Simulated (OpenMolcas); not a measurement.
# One shape, several levels: CHClGeNO (SMILES O=C=[N][GeH][Cl])

Aim: a comparison of 6 runs (UHF/STO-3G, U-r2SCAN/def2-SVP, U-revPBE/def2-SVP, UBHLYP/def2-SVP, UPBE/def2-SVP, UTPSS/def2-SVP) of CHClGeNO. 

The results are computed with OpenMolcas 26.06.

**1. The molecule**

CHClGeNO: 6 atoms, total charge 0, spin state doublet. SMILES: `O=C=[N][GeH][Cl]`. The shape is that of a PBE0-D4/def2-TZVP optimisation. This is one conformer, not always the lowest.

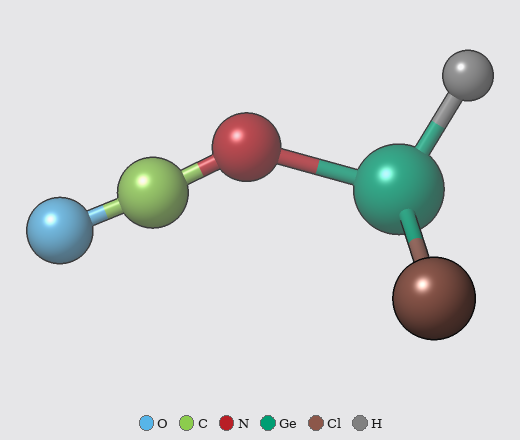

The structure, seen from a chosen angle (oxygen blue, carbon green, nitrogen red, germanium teal, chlorine brown, hydrogen grey).

**2. Energy and forces at UHF/STO-3G (run 1)**

test.inp reads:

```
* CHClGeNO Hartree-Fock

&GATEWAY
  BASLIB=$CurrDir
  BASISSET
  O.STO-3G....
  O1 0.024100 -1.617100 -2.245100 angstrom
  End of Basis
  BASISSET
  C.STO-3G....
  C2 -0.242900 -1.020000 -1.284700 angstrom
  End of Basis
  BASISSET
  N.STO-3G....
  N3 -0.575200 -0.454300 -0.273000 angstrom
  End of Basis
  BASISSET
  Ge.STO-3G....
  Ge4 -0.153300 1.067300 0.651100 angstrom
  End of Basis
  BASISSET
  Cl.STO-3G....
  Cl5 1.946900 0.976200 1.132800 angstrom
  End of Basis
  BASISSET
  H.STO-3G....
  H6 -0.957700 0.983900 1.972700 angstrom
  End of Basis

&SEWARD

&SCF
  UHF
  SPIN=2
  THRESHOLDS=1e-10 1e-07 1e-07 1e-05
  PRORBITALS=0

&ALASKA
```

The basis set STO-3G is read from a file made from the Basis Set Exchange's data (not shown).

Command:

```bash
export MOLCAS_MEM=1860
pymolcas test.inp > test.log
```

The program printed:

```text
--- Start Module: gateway ---
[...]
--- Stop Module: gateway /rc=_RC_ALL_IS_WELL_ ---
[...]
      Basis functions           43
[...]
--- Start Module: scf ---
[...]
       Convergence after  23 Iterations
[...]
::    Total SCF energy                              -2671.9217972815
[...]
      Total spin, S                                     0.5048372128
[...]
      Total electronic charge=   71.000000
      Total            charge=   -0.000000
[...]
      Dipole Moment (debye):
      Origin of the operator (angstrom)=    0.2976    0.4579    0.2277
                   X= -2.4507E+00               Y=  2.1700E+00               Z=  2.6237E-01           Total=  3.2838E+00
      Quadrupole Moment (debye*angstrom):
[...]
--- Stop Module: scf /rc=_RC_ALL_IS_WELL_ ---
[...]
--- Start Module: alaska ---
[...]
 *              Molecular gradients               *
 **************************************************
  Irreducible representation: a
 ------------------------------------------------------------------------------------------
                              X                       Y                       Z
 ------------------------------------------------------------------------------------------
  O1               -1.34955726966925E-02    3.76830509694788E-02    5.62569220222962E-02
  C2                5.67208841550659E-03   -2.87410638719612E-02   -3.65329216114123E-02
  N3               -4.82003386889751E-03   -4.79492695313972E-02   -4.25660544894986E-02
  GE4               3.25220102663337E-02    4.10824243138990E-02   -8.13086628523108E-03
  CL5               1.25966661831711E-03    7.61301045639318E-04   -3.67236047910779E-04
  H6               -2.11381587346784E-02   -2.83644292555936E-03    3.13401564119182E-02
 ------------------------------------------------------------------------------------------
[...]
```

Run time: 6 s. Hardware: 1 thread of AMD EPYC 7R43 (Zen 3), shared host; peak memory 0.38 GiB.

**3. The energy at U-r2SCAN/def2-SVP (run 2)**

test.input reads:

```
&gateway
baslib
$CurrDir
basisset
O.def2-SVP....
O1 0.024100 -1.617100 -2.245100 angstrom
End of Basis
basisset
C.def2-SVP....
C2 -0.242900 -1.020000 -1.284700 angstrom
End of Basis
basisset
N.def2-SVP....
N3 -0.575200 -0.454300 -0.273000 angstrom
End of Basis
basisset
Ge.def2-SVP....
Ge4 -0.153300 1.067300 0.651100 angstrom
End of Basis
basisset
Cl.def2-SVP....
Cl5 1.946900 0.976200 1.132800 angstrom
End of Basis
basisset
H.def2-SVP....
H6 -0.957700 0.983900 1.972700 angstrom
End of Basis
&seward
gridinput
Grid=UltraFine
End of Grid
&scf
uhf
spin
2
ksdft
2
1.0 MGGA_X_R2SCAN
1.0 MGGA_C_R2SCAN
thresholds
1e-10 1e-07 1e-07 1e-05
prorbitals
1
```

The basis set def2-SVP is read from a file made from the Basis Set Exchange's data (not shown).

Command:

```bash
export MOLCAS_MEM=1860
pymolcas test.input > test.log
```

The program printed:

```text
--- Start Module: gateway ---
[...]
--- Stop Module: gateway /rc=_RC_ALL_IS_WELL_ ---
--- Start Module: seward ---
[...]
      Basis functions           97
--- Stop Module: seward /rc=_RC_ALL_IS_WELL_ ---
[...]
--- Start Module: scf ---
[...]
       Convergence after  19 Iterations
[...]
::    Total KS-DFT energy                           -2705.2708648041
[...]
      Total spin, S                                     0.5015343015
[...]
      Total electronic charge=   71.000000
      Total            charge=   -0.000000
[...]
      Dipole Moment (debye):
      Origin of the operator (angstrom)=    0.2976    0.4579    0.2277
                   X= -1.2504E+00               Y=  1.4990E+00               Z=  8.4637E-01           Total=  2.1276E+00
      Quadrupole Moment (debye*angstrom):
[...]
--- Stop Module: scf /rc=_RC_ALL_IS_WELL_ ---
[...]
```

Run time: 53 s. Hardware: 1 thread of AMD EPYC 7R43 (Zen 3), shared host; peak memory 0.54 GiB.

Runs 3 to 4 aren't shown in full; the table further down has their settings and results.

**4. Energy and gradient at UPBE/def2-SVP (run 5)**

run.input reads:

```
&GATEWAY
 BasLib=$CurrDir
 Coord
 6
 angstrom
 O        0.024100      -1.617100      -2.245100
 C       -0.242900      -1.020000      -1.284700
 N       -0.575200      -0.454300      -0.273000
 Ge      -0.153300       1.067300       0.651100
 Cl       1.946900       0.976200       1.132800
 H       -0.957700       0.983900       1.972700
 Basis=def2-SVP
 Group=NoSym

&SEWARD
 GridInput
 Grid=UltraFine
 End of Grid

&SCF
 UHF
 Spin=2
 KSDFT=PBE
 Thresholds=1e-10 1e-07 1e-07 1e-05
 PrOrbitals=1 1

&ALASKA
```

The basis set def2-SVP is read from a file made from the Basis Set Exchange's data (not shown).

Command:

```bash
export MOLCAS_MEM=1860
pymolcas run.input > run.log
```

The program printed:

```text
--- Start Module: gateway ---
[...]
--- Stop Module: gateway /rc=_RC_ALL_IS_WELL_ ---
[...]
      Basis functions           97
[...]
--- Start Module: scf ---
[...]
       Convergence after  21 Iterations
[...]
::    Total KS-DFT energy                           -2704.7071161049
[...]
      Total spin, S                                     0.5007508258
[...]
      Total electronic charge=   71.000000
      Total            charge=   -0.000000
[...]
      Dipole Moment (debye):
      Origin of the operator (angstrom)=    0.2976    0.4579    0.2277
                   X= -1.0783E+00               Y=  1.2945E+00               Z=  7.8498E-01           Total=  1.8586E+00
      Quadrupole Moment (debye*angstrom):
[...]
--- Stop Module: scf /rc=_RC_ALL_IS_WELL_ ---
[...]
--- Start Module: alaska ---
[...]
 *              Molecular gradients               *
 **************************************************
  Irreducible representation: a
 ------------------------------------------------------------------------------------------
                              X                       Y                       Z
 ------------------------------------------------------------------------------------------
  O1               -8.41340980288852E-03    1.93751348753111E-02    3.08680800047050E-02
  C2               -9.64993819136950E-05   -3.93648557890369E-04   -4.52578766756417E-04
  N3                1.00291233232355E-02   -1.07482570065685E-02   -2.45633517514419E-02
  GE4               6.30657530627587E-03   -9.73684404388564E-03    2.11123635015920E-03
  CL5              -1.09294854241710E-02    5.04509770720585E-04   -2.81021455066011E-03
  H6                3.10369597931093E-03    9.99104962322889E-04   -5.15317128606974E-03
 ------------------------------------------------------------------------------------------
[...]
```

It took 53 s on 1 thread of AMD EPYC 7R43 (Zen 3), shared host; peak memory 0.53 GiB.

**5. The energy at UTPSS/def2-SVP (run 6)**

mol.xyz reads:

```xyz
6

O      0.024100    -1.617100    -2.245100
C     -0.242900    -1.020000    -1.284700
N     -0.575200    -0.454300    -0.273000
Ge    -0.153300     1.067300     0.651100
Cl     1.946900     0.976200     1.132800
H     -0.957700     0.983900     1.972700
```

test.input reads:

```
&GATEWAY
 BASLIB
 $CurrDir
 COORD
 mol.xyz
 BASIS
 def2-SVP
 GROUP
 NoSym

&SEWARD
 GRIDINPUT
 Grid=UltraFine
 End of Grid

&SCF
 UHF
 SPIN
 2
 KSDFT
 2
 1.0 MGGA_X_TPSS
 1.0 MGGA_C_TPSS
 THRESHOLDS
 1e-10 1e-07 1e-07 1e-05
 PRORBITALS
 1 2
```

The basis set def2-SVP is read from a file made from the Basis Set Exchange's data (not shown).

Command:

```bash
export MOLCAS_MEM=1860
pymolcas test.input > test.log
```

The program printed:

```text
--- Start Module: gateway ---
[...]
--- Stop Module: gateway /rc=_RC_ALL_IS_WELL_ ---
--- Start Module: seward ---
[...]
      Basis functions           97
--- Stop Module: seward /rc=_RC_ALL_IS_WELL_ ---
[...]
--- Start Module: scf ---
[...]
       Convergence after  19 Iterations
[...]
::    Total KS-DFT energy                           -2705.4139463000
[...]
      Total spin, S                                     0.5011063022
[...]
      Total electronic charge=   71.000000
      Total            charge=   -0.000000
[...]
      Dipole Moment (debye):
      Origin of the operator (angstrom)=    0.2976    0.4579    0.2277
                   X= -1.1733E+00               Y=  1.3489E+00               Z=  7.2531E-01           Total=  1.9293E+00
      Quadrupole Moment (debye*angstrom):
[...]
--- Stop Module: scf /rc=_RC_ALL_IS_WELL_ ---
[...]
```

Wall time 53 s (1 thread of AMD EPYC 7R43 (Zen 3), shared host); peak memory 0.54 GiB.

**6. The series**

```csv
run,level,task,integration grid,energy (Eh),dipole moment (D),HOMO energy (eV),LUMO energy (eV),wall time
1,UHF/STO-3G,gradient,–,-2671.921797,3.28,-7.35,2.88,6 s
2,U-r2SCAN/def2-SVP,energy,UltraFine,-2705.270865,2.13,-6.12,-4.33,53 s
3,U-revPBE/def2-SVP,gradient,UltraFine,-2705.102352,1.87,-5.64,-4.46,48 s
4,UBHLYP/def2-SVP,gradient,UltraFine,-2705.270074,2.44,-7.94,-2.98,53 s
5,UPBE/def2-SVP,gradient,UltraFine,-2704.707116,1.86,-5.66,-4.57,53 s
6,UTPSS/def2-SVP,energy,UltraFine,-2705.413946,1.93,-5.85,-4.51,53 s
```

**7. What came out**

| quantity | value |
| --- | --- |
| run 6: total energy | -2705.41395 Eh |
| run 6: dipole moment | 1.93 D |
| run 6: HOMO energy (highest over α and β) | -5.85 eV |
| run 6: LUMO energy (lowest over α and β) | -4.51 eV |
| run 6: ⟨S²⟩ | 0.752 |

What this shows: The dipole moment (its size) runs from 1.86 D (UPBE/def2-SVP) to 3.28 D (UHF/STO-3G). The two ends differ in method and basis. Totals of different functionals can't be ranked against each other. In run 1 the basis is minimal, so the values are rough. All runs together took 4.4 min, the longest 53 s.
